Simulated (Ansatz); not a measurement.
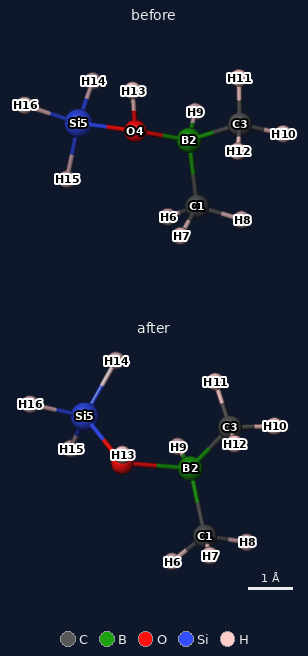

The structure of C2H11BOSi (coarse preliminary run) before (top) and after (bottom) a relaxation, at one scale.

The picture is a ball-and-stick view, seen at a tilt.

The start comes from a force field.

Computed with RKS PBE-D4/def2-SVP in Ansatz.

Input
```yaml
crystal:
  periodic: [false, false, false]
  atoms:
    - {symbol: C, position_ang: [1.108700, 1.091900, 0.446000]}
    - {symbol: B, position_ang: [0.403600, -0.254000, -0.069200]}
    - {symbol: C, position_ang: [1.241900, -0.811100, -1.319400]}
    - {symbol: O, position_ang: [-0.931300, -0.024300, -0.510500]}
    - {symbol: Si, position_ang: [-2.045100, 0.036000, 0.856000]}
    - {symbol: H, position_ang: [0.682600, 1.406800, 1.444500]}
    - {symbol: H, position_ang: [0.824300, 1.957100, -0.264600]}
    - {symbol: H, position_ang: [2.204000, 1.065100, 0.484200]}
    - {symbol: H, position_ang: [0.491800, -1.047100, 0.849900]}
    - {symbol: H, position_ang: [2.335400, -0.948200, -0.976600]}
    - {symbol: H, position_ang: [0.862900, -1.794000, -1.611400]}
    - {symbol: H, position_ang: [1.247300, -0.092500, -2.139200]}
    - {symbol: H, position_ang: [-1.336700, -0.843300, -0.976500]}
    - {symbol: H, position_ang: [-1.866000, -1.111300, 1.765000]}
    - {symbol: H, position_ang: [-1.807000, 1.269800, 1.627300]}
    - {symbol: H, position_ang: [-3.439300, 0.076600, 0.438800]}
basis:
  gaussian: {orbitals: def2-SVP}
hamiltonian: {xc: pbe, dispersion: d4}
relax: {f_tol: 0.03, max_steps: 200}
```

Launched with:
```bash
ansatz run in.yaml --threads 4 --pin off --events-out ev --progress --plain --max-ram 11315MiB
```

Describe what moved and what it gained.

The largest move after the best rigid fit is that of H13, 1.26 Å. Largest moves by element: H 1.26 Å, O 0.56 Å, Si 0.48 Å, C 0.48 Å, B 0.39 Å. Near-neighbour distances that change, for instance: B2–O4 1.425 → 1.717 Å, Si5–H16 1.456 → 1.508 Å, O4–H13 1.026 → 0.977 Å, C3–H10 1.154 → 1.111 Å. Among the angles between lasting bonds that change: Si5–O4–H13 97.5° → 118.1°, O4–B2–H9 114.0° → 96.0°, C1–B2–C3 108.2° → 118.7°. Groups turn about B2–O4 by about 65°. After 18 geometry steps the energy has fallen by 1.276 eV. The largest force component goes from 5.6 to 0.017 eV/Å. The run took 33 s on 4 threads of Arm Neoverse V1, with other jobs on the host.
